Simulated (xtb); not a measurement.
**Run report: BSi$_{2}$H$_{5}$O, geometry relaxation (part 1 of 3)**

BSi$_{2}$H$_{5}$O, SMILES [SiH3]B1O[SiH2]1, computed with GFN2-xTB (xtb 6.7.1).

The atoms were displaced at random from an optimised geometry.

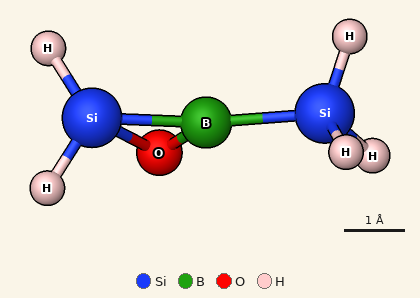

**Figure 1.** The structure as given in the input (ball-and-stick view, seen at a tilt). Bond lengths as drawn: B–O 1.42 Å, B–Si 1.93 to 2.00 Å, H–Si 1.35 to 1.57 Å and O–Si 1.86 Å.

**The input (mol.coord)**
```
$coord
      0.209627319005      2.621069032117     -2.215590497556  si
     -0.004006219384     -0.309650522781      0.163990433095  b
     -1.950291846920     -2.126962342311      0.554332261398  o
      0.726883153837     -2.795320678069      2.731164476138  si
      2.495534525658      2.376406190762     -3.643845502548  h
      0.210874538247      4.869502969719     -0.997435243100  h
     -1.817916531890      2.711095584694     -4.160061988012  h
     -0.662330109420     -2.350327970242      5.317934979093  h
      1.270084928361     -5.324870273970      2.071385496986  h
$end
```

**File .CHRG**
```
0
```

**File .UHF**
```
0
```

Run on 1 thread of Intel Xeon (Granite Rapids), 64 GiB of memory available, shared host.

Command:
```bash
xtb mol.coord -o tight --gfn 2 > mol.out
```

**What the program printed**
```
* xtb version 6.7.1
   ID    Z sym.   atoms
    1   14 si     1, 4
    2    5 b      2
    3    8 o      3
    4    1 h      5-9

           -------------------------------------------------
          |                Calculation Setup                |
           -------------------------------------------------

          program call               : xtb mol.coord -o tight --gfn 2
          coordinate file            : mol.coord
          omp threads                :                     1

           -------------------------------------------------
          |                 G F N 2 - x T B                 |
           -------------------------------------------------

      * Hamiltonian:
        H0-scaling (s, p, d)           1.850000    2.230000    2.230000
        zeta-weighting                 0.500000
      * Dispersion:
        s8                             2.700000
        a1                             0.520000
        a2                             5.000000
        s9                             5.000000
      * Repulsion:
        kExp                           1.500000    1.000000
        rExp                           1.000000
      * Coulomb:
        alpha                          2.000000
        third order                    shell-resolved
        anisotropic                    true
        a3                             3.000000
        a5                             4.000000
        cn-shift                       1.200000
        cn-exp                         4.000000
        max-rad                        5.000000

          ...................................................
          :                      SETUP                      :
          :.................................................:
          :  # basis functions                  33          :
          :  # atomic orbitals                  31          :
          :  # shells                           15          :
          :  # electrons                        22          :
          :  max. iterations                   250          :
          :  Hamiltonian                  GFN2-xTB          :
          :  restarted?                      false          :
          :  GBSA solvation                  false          :
          :  PC potential                    false          :
          :  electronic temp.          300.0000000     K    :
          :  accuracy                    1.0000000          :
          :  -> integral cutoff          0.2500000E+02      :
          :  -> integral neglect         0.1000000E-07      :
          :  -> SCF convergence          0.1000000E-05 Eh   :
          :  -> wf. convergence          0.1000000E-03 e    :
          :  Broyden damping             0.4000000          :
          :  net charge                          0          :
          :  unpaired electrons                  0          :
          ...................................................

 iter      E             dE          RMSdq      gap      omega  full diag
   1    -11.1332145 -0.111332E+02  0.991E+00    3.29       0.0  T
   2    -11.2107741 -0.775595E-01  0.767E+00    1.91       1.0  T
   3    -11.2943667 -0.835927E-01  0.391E+00    3.03       1.0  T
   4    -11.3330266 -0.386599E-01  0.320E+00    2.28       1.0  T
   5    -11.3640625 -0.310359E-01  0.171E+00    2.51       1.0  T
   6    -11.3760566 -0.119941E-01  0.575E-01    2.70       1.0  T
   7    -11.3767485 -0.691903E-03  0.192E-01    2.73       1.0  T
   8    -11.3768835 -0.134940E-03  0.510E-02    2.70       1.0  T
   9    -11.3768835 -0.277300E-07  0.354E-02    2.71       1.0  T
  10    -11.3768851 -0.157016E-05  0.743E-03    2.71       4.5  T
  11    -11.3768852 -0.686760E-07  0.281E-03    2.71      11.9  T
  12    -11.3768852 -0.949880E-08  0.818E-04    2.71      40.8  T
  13    -11.3768852 -0.892975E-10  0.262E-04    2.71     127.2  T

   *** convergence criteria satisfied after 13 iterations ***

         #    Occupation            Energy/Eh            Energy/eV
      -------------------------------------------------------------
         1        2.0000           -0.7292895             -19.8450
       ...           ...                  ...                  ...
         5        2.0000           -0.4640570             -12.6276
         6        2.0000           -0.4575155             -12.4496
         7        2.0000           -0.4304282             -11.7125
         8        2.0000           -0.4198316             -11.4242
         9        2.0000           -0.4191775             -11.4064
        10        2.0000           -0.3984217             -10.8416
        11        2.0000           -0.3514434              -9.5633 (HOMO)
        12                         -0.2519995              -6.8573 (LUMO)
        13                         -0.2193944              -5.9700
        14                         -0.1893091              -5.1514
        15                         -0.1743006              -4.7430
        16                         -0.1628586              -4.4316
       ...                                ...                  ...
        31                          0.9828149              26.7438
      -------------------------------------------------------------
                  HL-Gap            0.0994440 Eh            2.7060 eV
             Fermi-level           -0.3017215 Eh           -8.2103 eV

 SCC (total)                   0 d,  0 h,  0 min,  0.004 sec
 SCC setup                      ...        0 min,  0.000 sec (  1.616%)
 Dispersion                     ...        0 min,  0.000 sec (  0.768%)
 classical contributions        ...        0 min,  0.000 sec (  0.318%)
 integral evaluation            ...        0 min,  0.001 sec ( 17.145%)
 iterations                     ...        0 min,  0.002 sec ( 50.851%)
 molecular gradient             ...        0 min,  0.001 sec ( 27.823%)
 printout                       ...        0 min,  0.000 sec (  1.308%)

         :::::::::::::::::::::::::::::::::::::::::::::::::::::
         ::                     SUMMARY                     ::
         :::::::::::::::::::::::::::::::::::::::::::::::::::::
         :: total energy             -11.290237196433 Eh    ::
         :: gradient norm              0.144144965197 Eh/a0 ::
         :: HOMO-LUMO gap              2.706008000424 eV    ::
         ::.................................................::
         :: SCC energy               -11.376883145500 Eh    ::
         :: -> isotropic ES            0.066092278503 Eh    ::
         :: -> anisotropic ES         -0.004786811369 Eh    ::
         :: -> anisotropic XC         -0.001252534489 Eh    ::
         :: -> dispersion             -0.004866835525 Eh    ::
         :: repulsion energy           0.086645949068 Eh    ::
         :: add. restraining           0.000000000000 Eh    ::
         :: total charge               0.000000000000 e     ::
         :::::::::::::::::::::::::::::::::::::::::::::::::::::

      -----------------------------------------------------------
     |                   =====================                   |
     |                        A N C O P T                        |
     |                   =====================                   |
     |               Approximate Normal Coordinate               |
     |                Rational Function Optimizer                |
      -----------------------------------------------------------
      -----------------------------------------------------------
     |                   =====================                   |
     |                        A N C O P T                        |
     |                   =====================                   |
     |               Approximate Normal Coordinate               |
     |                Rational Function Optimizer                |
      -----------------------------------------------------------

          ...................................................
          :                      SETUP                      :
          :.................................................:
          :   optimization level             tight          :
          :   max. optcycles                   200          :
          :   ANC micro-cycles                  20          :
          :   degrees of freedom                21          :
          :.................................................:
          :   RF solver                   davidson          :
          :   write xtbopt.log                true          :
          :   linear?                        false          :
          :   energy convergence         0.1000000E-05 Eh   :
          :   grad. convergence          0.8000000E-03 Eh/α :
          :   maxmium RF displ.          1.0000000          :
          :   Hlow (freq-cutoff)         0.1000000E-01      :
          :   Hmax (freq-cutoff)         5.0000000          :
          :   S6 in model hess.         20.0000000          :
          ...................................................

generating ANC from exact Hessian ...
Using Lindh-Hessian (1995)
 Shifting diagonal of input Hessian by    1.0168770870252416E-002
 Lowest  eigenvalues of input Hessian
    0.000000    0.000000    0.000000    0.010000    0.000000    0.000000
    0.000000    0.011421    0.014636    0.020015    0.023402    0.025825
    0.033219    0.036407    0.040551    0.044067    0.052371    0.056547
 Highest eigenvalues
    0.582481    0.609275    0.644961    0.795193    0.848945    1.268410

........................................................................
.............................. CYCLE    1 ..............................
........................................................................

 iter      E             dE          RMSdq      gap      omega  full diag
   1    -11.3768852 -0.113769E+02  0.104E-04    2.71       0.0  T
   2    -11.3768852 -0.795985E-11  0.658E-05    2.71     506.3  T
   3    -11.3768852 -0.126352E-10  0.470E-05    2.71     709.1  T
     SCC iter.                  ...        0 min,  0.001 sec
     gradient                   ...        0 min,  0.001 sec
 * total energy  :   -11.2902372 Eh     change       -0.1539018E-09 Eh
   gradient norm :     0.1441466 Eh/α   predicted     0.0000000E+00 (-100.00%)
   displ. norm   :     0.2404379 α      lambda       -0.2646383E-01
   maximum displ.:     0.1039881 α      in ANC's #20, #17, #11, ...

........................................................................
.............................. CYCLE    2 ..............................
........................................................................

 iter      E             dE          RMSdq      gap      omega  full diag
   1    -11.3894514 -0.113895E+02  0.831E-01    2.76       0.0  T
   2    -11.3897761 -0.324683E-03  0.544E-01    2.74       1.0  T
   3    -11.3897098  0.663114E-04  0.324E-01    2.78       1.0  T
   4    -11.3896791  0.307629E-04  0.197E-01    2.73       1.0  T
   5    -11.3898612 -0.182114E-03  0.760E-02    2.76       1.0  T
   6    -11.3898747 -0.135277E-04  0.311E-02    2.76       1.1  T
   7    -11.3898759 -0.117072E-05  0.123E-02    2.76       2.7  T
   8    -11.3898761 -0.276926E-06  0.534E-03    2.75       6.2  T
   9    -11.3898762 -0.145927E-07  0.103E-03    2.76      32.3  T
  10    -11.3898762 -0.196106E-09  0.386E-04    2.76      86.4  T
  11    -11.3898762 -0.175572E-09  0.147E-04    2.76     226.5  T
     SCC iter.                  ...        0 min,  0.002 sec
     gradient                   ...        0 min,  0.001 sec
 * total energy  :   -11.3075681 Eh     change       -0.1733086E-01 Eh
   gradient norm :     0.0541969 Eh/α   predicted    -0.1399686E-01 ( -19.24%)
   displ. norm   :     0.1966456 α      lambda       -0.6042355E-02
   maximum displ.:     0.0758705 α      in ANC's #6, #4, #8, ...

........................................................................
.............................. CYCLE    3 ..............................
........................................................................

 iter      E             dE          RMSdq      gap      omega  full diag
   1    -11.4003874 -0.114004E+02  0.931E-01    2.81       0.0  T
   2    -11.4006273 -0.239857E-03  0.581E-01    2.75       1.0  T
   3    -11.4003903  0.236953E-03  0.401E-01    2.82       1.0  T
   4    -11.4006862 -0.295841E-03  0.172E-01    2.76       1.0  T
   5    -11.4008515 -0.165288E-03  0.524E-02    2.78       1.0  T
   6    -11.4008545 -0.299051E-05  0.204E-02    2.78       1.6  T
   7    -11.4008546 -0.163071E-06  0.992E-03    2.78       3.4  T
   8    -11.4008547 -0.898116E-07  0.421E-03    2.78       7.9  T
   9    -11.4008547 -0.113912E-07  0.943E-04    2.78      35.3  T
  10    -11.4008547 -0.976476E-09  0.298E-04    2.78     112.0  T
     SCC iter.                  ...        0 min,  0.002 sec
     gradient                   ...        0 min,  0.001 sec
 * total energy  :   -11.3104032 Eh     change       -0.2835178E-02 Eh
   gradient norm :     0.0102407 Eh/α   predicted    -0.3138006E-02 (  10.68%)
   displ. norm   :     0.0770924 α      lambda       -0.3701913E-03
   maximum displ.:     0.0339890 α      in ANC's #5, #6, #1, ...

........................................................................
.............................. CYCLE    4 ..............................
........................................................................

 iter      E             dE          RMSdq      gap      omega  full diag
   1    -11.3997737 -0.113998E+02  0.216E-01    2.78       0.0  T
   2    -11.3997794 -0.563257E-05  0.154E-01    2.77       1.0  T
   3    -11.3997493  0.300862E-04  0.761E-02    2.78       1.0  T
   4    -11.3997807 -0.314385E-04  0.307E-02    2.76       1.1  T
   5    -11.3997851 -0.436888E-05  0.111E-02    2.77       3.0  T
   6    -11.3997852 -0.139637E-06  0.322E-03    2.77      10.4  T
   7    -11.3997853 -0.206765E-07  0.134E-03    2.77      24.9  T
   8    -11.3997853 -0.504023E-09  0.629E-04    2.77      53.0  T
   9    -11.3997853 -0.457941E-09  0.150E-04    2.77     222.2  T
     SCC iter.                  ...        0 min,  0.001 sec
     gradient                   ...        0 min,  0.001 sec
 * total energy  :   -11.3105665 Eh     change       -0.1632187E-03 Eh
   gradient norm :     0.0033671 Eh/α   predicted    -0.1861938E-03 (  14.08%)
   displ. norm   :     0.0308691 α      lambda       -0.4069882E-04
   maximum displ.:     0.0220449 α      in ANC's #3, #6, #11, ...

........................................................................
.............................. CYCLE    5 ..............................
........................................................................
```
